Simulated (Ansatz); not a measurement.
# ClH10N2Si3···HF (doublet): what the fields show

Input

```
crystal:
  periodic: [false, false, false]
  atoms:
    - {symbol: Si, position_ang: [-0.268634, 0.002904, 1.359806]}
    - {symbol: N, position_ang: [1.394379, 0.085126, 0.374758]}
    - {symbol: Si, position_ang: [1.176807, 0.212093, -1.423791]}
    - {symbol: N, position_ang: [-1.488194, -0.145462, 0.143505]}
    - {symbol: Si, position_ang: [-2.281894, -1.631760, -0.270090]}
    - {symbol: H, position_ang: [-0.084654, -1.496399, 1.633577]}
    - {symbol: H, position_ang: [1.565799, 2.713781, 1.333108]}
    - {symbol: Cl, position_ang: [-0.360550, 2.389986, 1.260878]}
    - {symbol: H, position_ang: [1.961356, 0.880227, 0.702633]}
    - {symbol: F, position_ang: [2.500159, 2.530947, 1.223994]}
    - {symbol: H, position_ang: [1.907504, -0.764228, 0.602330]}
    - {symbol: H, position_ang: [0.338027, 1.386997, -1.708839]}
    - {symbol: H, position_ang: [0.606134, -1.069310, -1.882327]}
    - {symbol: H, position_ang: [2.544455, 0.388131, -1.970138]}
    - {symbol: H, position_ang: [-1.942765, 0.711642, -0.138167]}
    - {symbol: H, position_ang: [-2.900889, -2.304085, 0.902610]}
    - {symbol: H, position_ang: [-1.321209, -2.584891, -0.886985]}
    - {symbol: H, position_ang: [-3.345729, -1.305801, -1.256967]}
basis:
  gaussian: {orbitals: def2-TZVPP}
magnetization: {spin_polarized: true, initial_magnetization: 1}
hamiltonian: {xc: pbe0, dispersion: d4}
output: {orbitals: {seedname: orbitals}}
```

Run with:

```sh
ansatz run in.yaml --threads 4 --pin off --events-out ev --progress --plain --max-ram 66560MiB --backend cuda --devices 0, --max-vram 37GiB
```

The product side of a reaction path; geometry: PBE0-D4/def2-TZVP.

Theory: UKS PBE0-D4/def2-TZVPP in Ansatz 0.2.0.

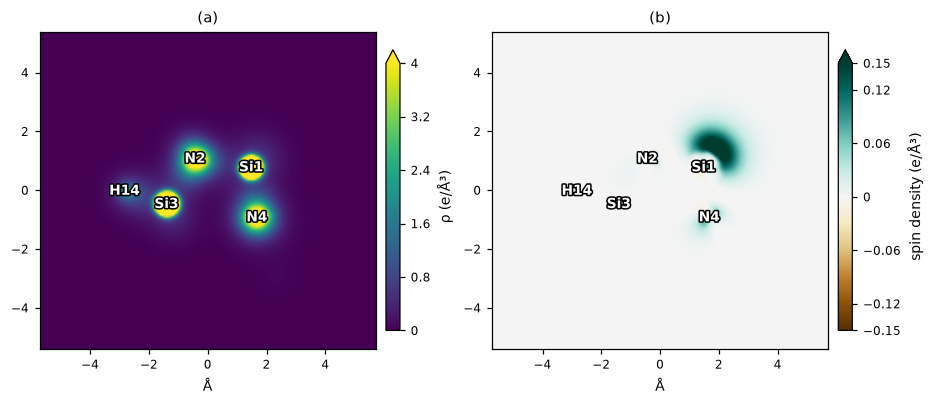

Figure 1. (a) total electron density; (b) spin density (α minus β) on the plane of atoms N2, Si3 and H14.

Read the bonding off the picture.

Answer. Atoms in the plane: Si, N and H. Si–N (1.73 Å): the density is about 1.1 e/Å³ at the midpoint. Si–N (1.82 Å): ρ at the midpoint is about 0.96 e/Å³. Si–N (1.93 Å): ρ is about 0.74 e/Å³ halfway. The unpaired spin (1 electron) lies mostly on Si1 (about 0.6), Cl8 (about 0.2) and H6 (about 0.1), in electrons by Hirshfeld's partition.

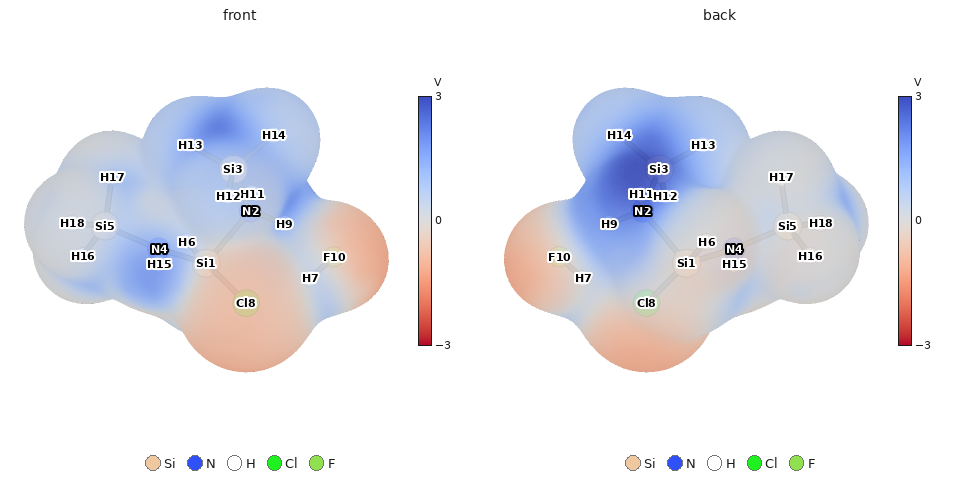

Figure 2. The molecular electrostatic potential painted on the density surface at 0.002 e/bohr³, seen from the front and from behind; red is negative and blue positive.

Where is the surface potential most negative and most positive?

Answer. The most negative region (about −1.1 V) lies over Cl8 and F10, the most positive (about +2.9 V) over H11.

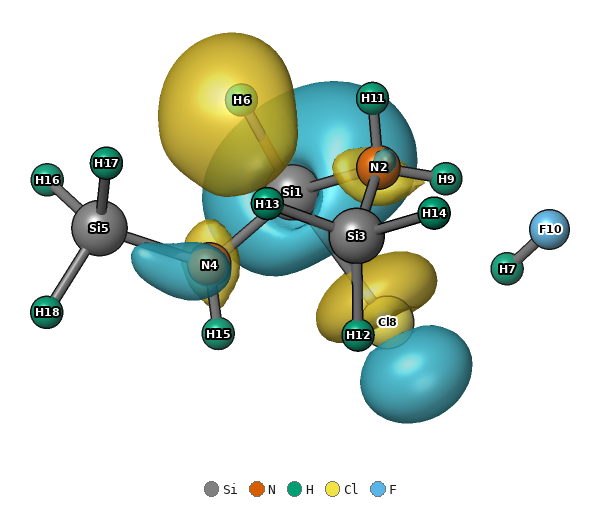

Figure 3. The LUMO (β) at ±0.1 Å⁻³ᐟ² (yellow and cyan are the two phases), seen from one side.

What is the character of this orbital?

Answer. It lies mainly on Si1 (about 55 %), Cl8 (about 15 %) and H6 (about 10 %). Its energy is −1.85 eV.
